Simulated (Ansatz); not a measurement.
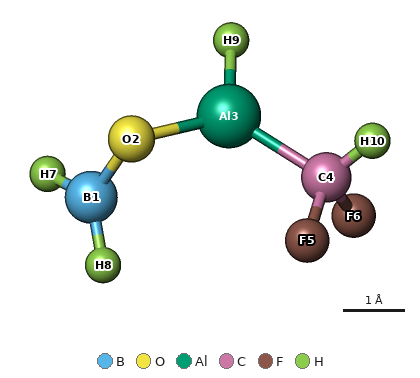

**Figure 1.** The structure as given in the input (ball-and-stick view, seen at a tilt; atoms are numbered from 1 in the order of the input). Sticks mark near contacts.

CH₄AlBF₂O: geometry relaxation (part 1 of 2)

- system: CH₄AlBF₂O
- method: RKS PBE0-D4/6-31G* (Ansatz 0.2.0)

It belongs to a series of runs on one base structure; here: end point A relaxed. Figures and captions count atoms from 1; the log counts them from 0 in places.

**What the program printed**
```
The last accepted step is kept in [file] (removed where the run ends without a failure and the disk answers)
Engine: ansatz 0.2.0, x86_64-unknown-linux-gnu
Functional definition: PBE0
  parameter a = 0.25
  parameter kappa = 0.804
  parameter beta = 0.06672455060314922
  exchange = (1 - a)*pbe_x(kappa = kappa, mu = beta*pi^2/3) + a*exact_x
  correlation = pbe_c(beta = beta)
1046 factors; integrals over basis functions are off by at most 6.0e-4 eV
mean field evaluation 1: about -15838.3795 eV, gradient 5.1e1 eV
mean field evaluation 2: about -15822.9974 eV, gradient 1.0e2 eV
mean field evaluation 4: about -15843.0580 eV, gradient 4.9e0 eV
mean field evaluation 8: about -15843.1160 eV, gradient 4.1e-1 eV
mean field evaluation 16: about -15843.1164 eV, gradient 3.4e-5 eV
mean field -15843.11639292 eV, -582.2237885897 hartree, gradient 3.4e-5 eV, S^2 0.000000; 0 other end points of the search recorded, 0 dependent functions left out
the calculation of the forces begins
reference -15843.11642541 eV, -582.2237897838 hartree; 27, 27 occupied and 75, 75 virtual orbitals, 1046 factors
relax step   1: F+E_penalty+E_count = -15843.26526722 eV  Δ(F+E_penalty+E_count) = +0.000e0 eV  max|allowed force component| = 3.313e0 eV/Å  Δτ_max = 0.0000 Å  (27 SCF iters, accepted)
these checks for a lower state are left out or cut short: starts, cluster_reference, orbital_swaps, neighbouring_geometries, increment
1046 factors; integrals over basis functions are off by at most 5.7e-4 eV
mean field -15843.63552739 eV, -582.2428664296 hartree, gradient 2.6e-5 eV, S^2 0.000000; 0 other end points of the search recorded, 0 dependent functions left out
[... from here on the field's lines of each further geometry are left out, up to the last ...]
relax step   2: F+E_penalty+E_count = -15843.78399252 eV  Δ(F+E_penalty+E_count) = -5.187e-1 eV  max|allowed force component| = 1.852e0 eV/Å  Δτ_max = 0.1352 Å  (29 SCF iters, accepted)
relax step   3: F+E_penalty+E_count = -15843.90275710 eV  Δ(F+E_penalty+E_count) = -1.188e-1 eV  max|allowed force component| = 1.056e0 eV/Å  Δτ_max = 0.1439 Å  (30 SCF iters, accepted)
relax step   4: F+E_penalty+E_count = -15844.07329397 eV  Δ(F+E_penalty+E_count) = -1.705e-1 eV  max|allowed force component| = 5.593e-1 eV/Å  Δτ_max = 0.1997 Å  (28 SCF iters, accepted)
relax step   5: F+E_penalty+E_count = -15844.13316705 eV  Δ(F+E_penalty+E_count) = -5.987e-2 eV  max|allowed force component| = 4.580e-1 eV/Å  Δτ_max = 0.1683 Å  (28 SCF iters, accepted)
relax step   6: F+E_penalty+E_count = -15844.15490248 eV  Δ(F+E_penalty+E_count) = -2.174e-2 eV  max|allowed force component| = 5.939e-1 eV/Å  Δτ_max = 0.1857 Å  (29 SCF iters, accepted)
relax step   7: F+E_penalty+E_count = -15844.21271774 eV  Δ(F+E_penalty+E_count) = -5.782e-2 eV  max|allowed force component| = 2.697e-1 eV/Å  Δτ_max = 0.2000 Å  (29 SCF iters, accepted)
relax step   8: F+E_penalty+E_count = -15844.24119736 eV  Δ(F+E_penalty+E_count) = -2.848e-2 eV  max|allowed force component| = 2.330e-1 eV/Å  Δτ_max = 0.2000 Å  (28 SCF iters, accepted)
relax step   9: F+E_penalty+E_count = -15844.25922961 eV  Δ(F+E_penalty+E_count) = -1.803e-2 eV  max|allowed force component| = 5.511e-1 eV/Å  Δτ_max = 0.1993 Å  (28 SCF iters, accepted)
relax step  10: F+E_penalty+E_count = -15844.30054522 eV  Δ(F+E_penalty+E_count) = -4.132e-2 eV  max|allowed force component| = 1.349e-1 eV/Å  Δτ_max = 0.2000 Å  (28 SCF iters, accepted)
relax step  11: F+E_penalty+E_count = -15844.31760066 eV  Δ(F+E_penalty+E_count) = -1.706e-2 eV  max|allowed force component| = 6.767e-2 eV/Å  Δτ_max = 0.2000 Å  (28 SCF iters, accepted)
relax step  12: F+E_penalty+E_count = -15844.30326458 eV  Δ(F+E_penalty+E_count) = +1.434e-2 eV  max|allowed force component| = 2.950e-1 eV/Å  Δτ_max = 0.1751 Å  (27 SCF iters, rejected (line search))
relax step  13: F+E_penalty+E_count = -15844.32091187 eV  Δ(F+E_penalty+E_count) = -3.311e-3 eV  max|allowed force component| = 1.010e-1 eV/Å  Δτ_max = 0.0841 Å  (28 SCF iters, accepted)
relax step  14: F+E_penalty+E_count = -15844.30154606 eV  Δ(F+E_penalty+E_count) = +1.937e-2 eV  max|allowed force component| = 4.530e-1 eV/Å  Δτ_max = 0.0977 Å  (29 SCF iters, rejected (line search))
relax step  15: F+E_penalty+E_count = -15844.32276134 eV  Δ(F+E_penalty+E_count) = -1.849e-3 eV  max|allowed force component| = 2.688e-2 eV/Å  Δτ_max = 0.0488 Å  (28 SCF iters, accepted)
relax step  16: F+E_penalty+E_count = -15844.32391216 eV  Δ(F+E_penalty+E_count) = -1.151e-3 eV  max|allowed force component| = 1.797e-2 eV/Å  Δτ_max = 0.0500 Å  (28 SCF iters, accepted)
relax step  17: F+E_penalty+E_count = -15844.32479477 eV  Δ(F+E_penalty+E_count) = -8.826e-4 eV  max|allowed force component| = 7.001e-2 eV/Å  Δτ_max = 0.0733 Å  (28 SCF iters, accepted)
relax step  18: F+E_penalty+E_count = -15844.32515128 eV  Δ(F+E_penalty+E_count) = -3.565e-4 eV  max|allowed force component| = 6.664e-2 eV/Å  Δτ_max = 0.0210 Å  (29 SCF iters, accepted)
relax step  19: F+E_penalty+E_count = -15844.32600107 eV  Δ(F+E_penalty+E_count) = -8.498e-4 eV  max|allowed force component| = 1.499e-1 eV/Å  Δτ_max = 0.0853 Å  (28 SCF iters, accepted)
relax step  20: F+E_penalty+E_count = -15844.32624584 eV  Δ(F+E_penalty+E_count) = -2.448e-4 eV  max|allowed force component| = 9.635e-2 eV/Å  Δτ_max = 0.0095 Å  (24 SCF iters, accepted)
relax step  21: F+E_penalty+E_count = -15844.32714223 eV  Δ(F+E_penalty+E_count) = -8.964e-4 eV  max|allowed force component| = 5.569e-2 eV/Å  Δτ_max = 0.0397 Å  (29 SCF iters, accepted)
relax step  22: F+E_penalty+E_count = -15844.32783072 eV  Δ(F+E_penalty+E_count) = -6.885e-4 eV  max|allowed force component| = 6.438e-2 eV/Å  Δτ_max = 0.0580 Å  (29 SCF iters, accepted)
relax step  23: F+E_penalty+E_count = -15844.32810871 eV  Δ(F+E_penalty+E_count) = -2.780e-4 eV  max|allowed force component| = 1.176e-1 eV/Å  Δτ_max = 0.0632 Å  (28 SCF iters, accepted)
relax step  24: F+E_penalty+E_count = -15844.32849600 eV  Δ(F+E_penalty+E_count) = -3.873e-4 eV  max|allowed force component| = 5.740e-2 eV/Å  Δτ_max = 0.0037 Å  (24 SCF iters, accepted)
relax step  25: F+E_penalty+E_count = -15844.32881735 eV  Δ(F+E_penalty+E_count) = -3.214e-4 eV  max|allowed force component| = 1.455e-2 eV/Å  Δτ_max = 0.0317 Å  (29 SCF iters, accepted)
relax step  26: F+E_penalty+E_count = -15844.32901011 eV  Δ(F+E_penalty+E_count) = -1.928e-4 eV  max|allowed force component| = 2.337e-2 eV/Å  Δτ_max = 0.0492 Å  (28 SCF iters, accepted)
relax step  27: F+E_penalty+E_count = -15844.32882902 eV  Δ(F+E_penalty+E_count) = +1.811e-4 eV  max|allowed force component| = 7.095e-2 eV/Å  Δτ_max = 0.0711 Å  (28 SCF iters, rejected (line search))
relax step  28: F+E_penalty+E_count = -15844.32912096 eV  Δ(F+E_penalty+E_count) = -1.108e-4 eV  max|allowed force component| = 2.040e-2 eV/Å  Δτ_max = 0.0352 Å  (30 SCF iters, accepted)
relax step  29: F+E_penalty+E_count = -15844.32914561 eV  Δ(F+E_penalty+E_count) = -2.465e-5 eV  max|allowed force component| = 2.229e-2 eV/Å  Δτ_max = 0.0354 Å  (29 SCF iters, accepted)
the calculation of the forces begins
reference -15844.18538117 eV, -582.2630731834 hartree; 27, 27 occupied and 75, 75 virtual orbitals, 1046 factors
relax step  30: F+E_penalty+E_count = -15844.32919388 eV  Δ(F+E_penalty+E_count) = -4.827e-5 eV  max|allowed force component| = 1.693e-2 eV/Å  Δτ_max = 0.0049 Å  (24 SCF iters, accepted)
1046 factors; integrals over basis functions are off by at most 4.0e-4 eV
mean field evaluation 224: about -15844.1595 eV, gradient 3.4e-1 eV
```

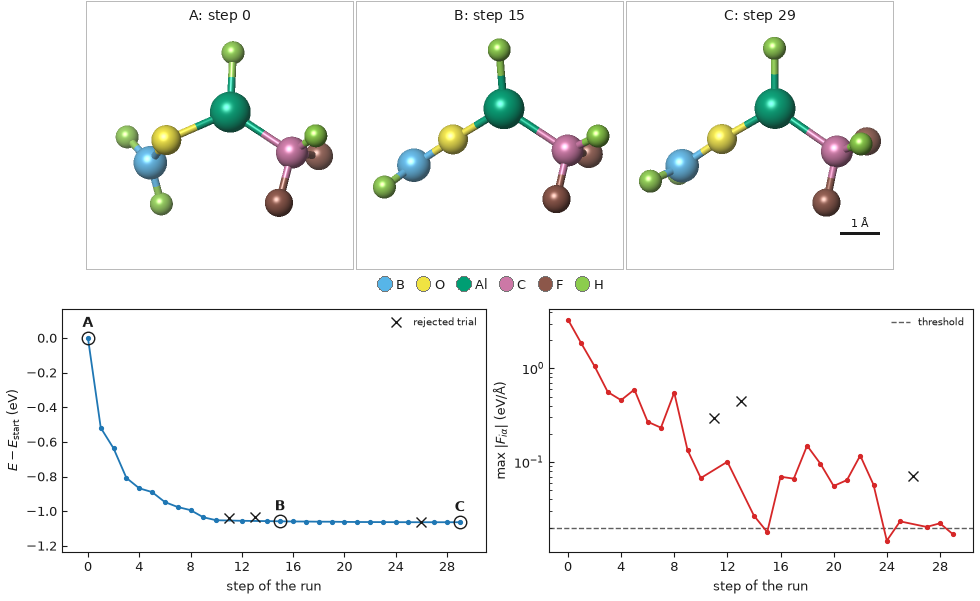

**Figure 2.** Frames of the relaxation (ball-and-stick view, seen at a tilt) above the curves, on which the letters mark them (the first geometry is step 0 here and step 1 in the log).

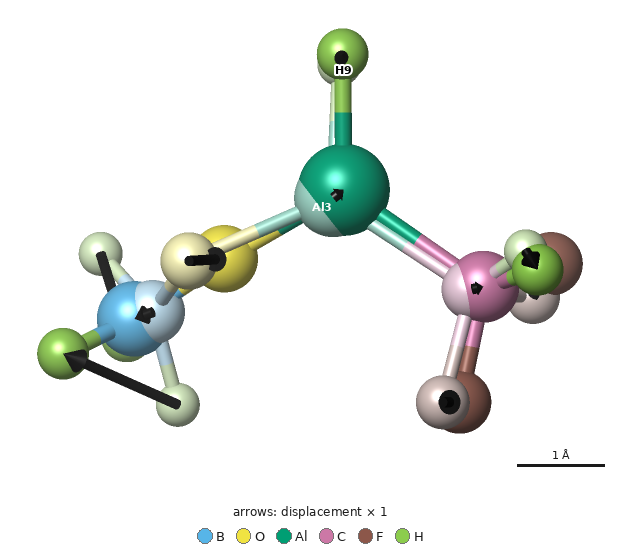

**Figure 3.** Start (faint) and end (solid) with the displacements as black arrows, at true length (ball-and-stick view, seen at a tilt). The two geometries are laid on each other by the best rigid fit. The atom that moves furthest after the best rigid fit is H8 (1.73 Å). By element the largest moves are H 1.73 Å, O 0.96 Å, F 0.46 Å, B 0.25 Å, Al 0.16 Å, C 0.14 Å. Distances before and after: O2–Al3 1.855 → 1.696 Å, B1–O2 1.429 → 1.338 Å, C4–F6 1.450 → 1.390 Å, C4–H10 1.040 → 1.099 Å. Among the angles that change: B1–O2–Al3 106.5° → 176.2°, Al3–C4–H10 112.8° → 119.7°, F5–C4–H10 112.3° → 107.1°. After 29 geometry steps the energy has fallen by 1.064 eV. The largest force component goes from 3.3 to 0.017 eV/Å. The line search rejected the trial steps at points 11, 13, 26 (counted from 0) and went back. (Atoms are counted from 1 in the order of the input.)

```
mean field -15844.18534825 eV, -582.2630719735 hartree, gradient 9.8e-6 eV, S^2 0.000000; 1 other end points of the search recorded, 0 dependent functions left out
the calculation of the forces begins
reference -15844.18538117 eV, -582.2630731834 hartree; 27, 27 occupied and 75, 75 virtual orbitals, 1046 factors
Total energy: -15844.32922680 eV, -582.2683594129 hartree
Atom 0 at    -0.500012    -0.912787     2.173554 Å, force     0.001006     0.002509    -0.001783 eV/Å
Atom 1 at     0.009577    -0.115527     1.227557 Å, force     0.000988     0.002808     0.000719 eV/Å
Atom 2 at     0.580089     0.850365    -0.044090 Å, force     0.001109    -0.002125     0.002739 eV/Å
Atom 3 at     0.219692     0.201460    -1.902306 Å, force    -0.004678     0.005038    -0.016934 eV/Å
Atom 4 at    -0.216187    -1.093418    -1.936720 Å, force     0.002915     0.011675    -0.000743 eV/Å
Atom 5 at    -0.837353     1.008531    -2.305011 Å, force     0.012668    -0.012611     0.002921 eV/Å
Atom 6 at    -1.646756    -0.767813     2.513006 Å, force    -0.001772    -0.001269    -0.000877 eV/Å
Atom 7 at     0.201157    -1.755648     2.673092 Å, force     0.001217    -0.001087     0.000645 eV/Å
Atom 8 at     1.277788     2.232266     0.278360 Å, force    -0.000280    -0.001626     0.000209 eV/Å
Atom 9 at     0.995005     0.301569    -2.674542 Å, force    -0.013174    -0.003312     0.013104 eV/Å
Dipole moment:     0.394980     0.211002    -0.082915 e Å
```

**Trajectory as extended XYZ (Å, eV, eV/Å), 30 frames, from step=1 to step=30**
```
10
Properties=species:S:1:pos:R:3:forces:R:3 step=1 energy=-15843.26527
B    -0.3872   -0.7994    1.9746    2.7752   1.6500   0.0519
O     0.8751   -0.4408    1.4089   -3.0388   0.9228  -0.9114
Al    0.5166    0.7622    0.0437    0.7660  -0.5059   2.2190
C     0.2601    0.1133   -1.7896   -3.3134  -1.6297   1.3354
F     0.2461   -1.2848   -1.8190    0.2836   1.4138  -0.3321
F    -1.0720    0.5308   -2.1826    1.9957  -0.3897   0.4351
H    -0.8334   -0.1312    2.8785    0.1237  -0.0414   0.0209
H    -1.0081   -1.6598    1.5401   -0.6915  -1.2766  -0.6437
H     0.5375    2.3443    0.4066   -0.0399  -0.5196  -0.1629
H     0.9483    0.5144   -2.4583    1.1394   0.3765  -2.0122
10
Properties=species:S:1:pos:R:3:forces:R:3 step=2 energy=-15843.78399
B    -0.4227   -0.7850    1.9907    1.5039   0.1621   0.1762
O     0.7654   -0.3889    1.3850   -1.8524   0.8574  -0.8804
Al    0.5470    0.8022    0.0531    0.4874  -0.7985   1.2133
C     0.2830    0.1188   -1.7934   -1.0269  -0.4285  -0.2388
F     0.2495   -1.2572   -1.8461    0.1059   0.5507  -0.0077
F    -1.0113    0.5685   -2.1471    0.7914  -0.1925   0.3315
H    -0.8268   -0.1645    2.9486   -0.0480   0.0325  -0.1406
H    -0.9909   -1.7662    1.6139   -0.1406  -0.1501  -0.1803
H     0.5493    2.3498    0.3846   -0.0033  -0.0200  -0.0253
H     0.9405    0.4715   -2.5862    0.1826  -0.0131  -0.2478
10
Properties=species:S:1:pos:R:3:forces:R:3 step=3 energy=-15843.90276
B    -0.3645   -0.8509    2.0587   -0.4969   0.7979  -1.0557
O     0.6566   -0.3353    1.3077   -0.5508  -0.5387   0.6722
Al    0.5409    0.8255    0.0651    0.3231   0.0067  -0.3908
C     0.2959    0.1179   -1.7958    0.5667   0.3005  -0.3473
F     0.2465   -1.2398   -1.8308   -0.0834  -0.2835   0.0339
F    -0.9701    0.5966   -2.0858   -0.3401   0.0512  -0.0495
H    -0.8486   -0.1456    2.9256    0.3304  -0.4218   0.2093
H    -0.9815   -1.8107    1.6234    0.4650  -0.0610   0.4701
H     0.5666    2.3632    0.3825   -0.0198   0.1723   0.0281
H     0.9414    0.4281   -2.6475   -0.1941  -0.0235   0.4297
10
Properties=species:S:1:pos:R:3:forces:R:3 step=4 energy=-15844.07329
B    -0.4374   -0.8484    2.0701   -0.5093  -0.1629   0.0357
O     0.4941   -0.3038    1.2648   -0.1166   0.0111   0.1081
Al    0.5781    0.8567    0.0205    0.0496   0.2390  -0.1557
C     0.3080    0.1312   -1.8234    0.5593   0.1744  -0.2849
F     0.2695   -1.2289   -1.8755   -0.0325  -0.1027   0.0378
F    -0.9659    0.5987   -2.0974   -0.2565   0.0684  -0.0475
H    -0.8557   -0.2284    3.0287    0.1904  -0.1090  -0.0746
H    -0.9359   -1.9244    1.7811    0.2957   0.1984   0.1416
H     0.6741    2.4306    0.2947    0.0389  -0.2482  -0.0011
H     0.9540    0.4656   -2.6606   -0.2191  -0.0686   0.2406
10
Properties=species:S:1:pos:R:3:forces:R:3 step=5 energy=-15844.13317
B    -0.4933   -0.8556    2.1336   -0.1317  -0.1560  -0.0202
O     0.3326   -0.2598    1.2477   -0.3380  -0.2344   0.2728
Al    0.5490    0.8430   -0.0174    0.2461   0.4580  -0.2712
C     0.3353    0.1721   -1.8891   -0.0149  -0.0613   0.0720
F     0.3516   -1.1921   -1.9203    0.0514  -0.1144  -0.1330
F    -0.9801    0.5673   -2.1313   -0.0194   0.0671  -0.0248
H    -0.8738   -0.2515    3.1153    0.1223  -0.0487  -0.1312
H    -0.8810   -1.9896    1.9238    0.1730   0.2110   0.0655
H     0.8104    2.3833    0.2839   -0.0171  -0.0946  -0.0044
H     0.9321    0.5318   -2.7433   -0.0717  -0.0267   0.1745
10
Properties=species:S:1:pos:R:3:forces:R:3 step=6 energy=-15844.15490
B    -0.5518   -0.8721    2.1888    0.3924  -0.0910  -0.3359
O     0.1527   -0.2203    1.2242   -0.4132   0.0323  -0.0598
Al    0.5483    0.8644   -0.0605   -0.0616  -0.2018   0.5939
C     0.3473    0.1832   -1.9267   -0.2984  -0.2857   0.0166
F     0.4070   -1.1830   -2.0110    0.0422   0.2358  -0.0400
F    -0.9860    0.5493   -2.1607    0.2023  -0.0024   0.0494
H    -0.8832   -0.2808    3.1930   -0.0069   0.0078  -0.1565
H    -0.8159   -2.0653    2.0667    0.1510   0.5129  -0.0549
H     0.9384    2.3824    0.2535   -0.0358  -0.2056  -0.0413
H     0.9263    0.5911   -2.7643    0.0281  -0.0021   0.0285
10
Properties=species:S:1:pos:R:3:forces:R:3 step=7 energy=-15844.21272
B    -0.5583   -0.8658    2.1851    0.0596   0.0031  -0.0767
O     0.0063   -0.1691    1.1801   -0.1904  -0.2473   0.2697
Al    0.5399    0.8541   -0.0582    0.1220   0.1960  -0.0515
C     0.3247    0.1768   -1.9249    0.0270   0.1011   0.1718
F     0.4075   -1.1804   -2.0316   -0.0871   0.0373  -0.0719
F    -1.0030    0.5535   -2.1461    0.0555  -0.1008  -0.0649
H    -0.9915   -0.2729    3.1471   -0.0049  -0.0353  -0.0975
H    -0.6237   -2.0759    2.1211    0.0763   0.2035  -0.0135
H     1.0691    2.3198    0.2759   -0.0206  -0.1302  -0.0359
H     0.9120    0.6089   -2.7456   -0.0374  -0.0274  -0.0296
10
Properties=species:S:1:pos:R:3:forces:R:3 step=8 energy=-15844.24120
B    -0.5661   -0.8613    2.1721   -0.0879  -0.0841   0.1925
O    -0.0433   -0.1501    1.1652   -0.0139  -0.0626   0.0955
Al    0.5632    0.8562   -0.0520    0.0610   0.0754  -0.0660
C     0.2994    0.1866   -1.9124   -0.0464   0.0718  -0.1210
F     0.3814   -1.1714   -2.0257   -0.0408   0.0105   0.0190
F    -1.0258    0.5545   -2.1419    0.0064  -0.0550   0.0081
H    -1.1577   -0.2797    3.0612    0.0478  -0.1463  -0.1819
H    -0.4338   -2.0688    2.1834    0.0172   0.2330   0.0268
H     1.1899    2.2704    0.2973    0.0194  -0.0472  -0.0004
H     0.8758    0.6126   -2.7443    0.0372   0.0044   0.0274
10
Properties=species:S:1:pos:R:3:forces:R:3 step=9 energy=-15844.25923
B    -0.5636   -0.8547    2.1790   -0.2677  -0.2369   0.2115
O    -0.0694   -0.1351    1.1641    0.0593   0.0289   0.0636
Al    0.5723    0.8522   -0.0589    0.0629  -0.0234   0.0961
C     0.2680    0.2024   -1.9209   -0.1187   0.0442   0.0305
F     0.3527   -1.1578   -2.0251   -0.0025   0.0239  -0.0204
F    -1.0567    0.5596   -2.1544    0.0950  -0.0244  -0.0596
H    -1.3307   -0.3130    2.9727    0.3144  -0.2947  -0.3187
H    -0.2585   -2.0419    2.2743   -0.0874   0.5511   0.0506
H     1.3087    2.2081    0.3129   -0.0137  -0.0546  -0.0091
H     0.8603    0.6293   -2.7410   -0.0416  -0.0141  -0.0446
```
